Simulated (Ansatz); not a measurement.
## Ligand exchange: BBrF2 + AuOH → B(OH)F2 + AuBr

Species: BBrF2 `FB(F)Br`, singlet; AuOH `[OH][Au]`, singlet; B(OH)F2 (difluorohydroxyborane), singlet; AuBr (bromogold), singlet. The partners trade Br for OH: B–Br and Au–OH bonds give way to B–OH and Au–Br.

Shapes, held fixed at every level: PBE0-D4/def2-TZVP. Programs: Ansatz 0.2.0. The zero-point and thermal change to 298 K, harmonic and unscaled (PBE0-D4/def2-TZVP), is +6.5 kJ/mol.

```
             level                    kind  ΔH(298 K) (kJ/mol)  less CCSD(T)/def2-TZVPP
 PBE-D4/def2-TZVPP                     GGA              -203.5                    +21.7
wB97X-V/def2-TZVPP  range-separated hybrid              -228.6                     -3.4
 B2PLYP/def2-TZVPP           double hybrid              -225.0                     +0.2
      MP2/def2-SVP     perturbation theory              -237.5                    -12.3
    MP2/def2-TZVPP     perturbation theory              -222.0                     +3.2
     CCSD/def2-SVP   coupled cluster or CI              -244.3                    -19.1
   CCSD/def2-TZVPP   coupled cluster or CI              -235.2                    -10.0
CCSD(T)/def2-TZVPP   coupled cluster or CI              -225.2                      0.0
```

The highest level, CCSD(T)/def2-TZVPP, gives ΔH(298 K) = -225.2 kJ/mol; the levels span -244.3 to -203.5. The column of differences is taken from that level and isn't an error. No measured value is set beside it here. For atoms past krypton def2 sets carry core potentials with scalar relativity. Relativity is left out for Br. Outer-core shells of Au, Br are correlated, in sets that cover them unevenly.

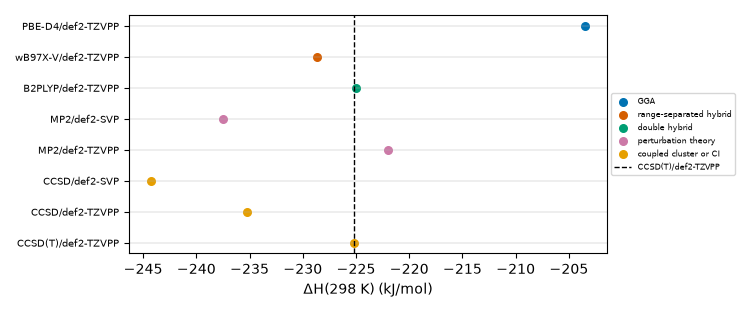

The values of the table, level by level.
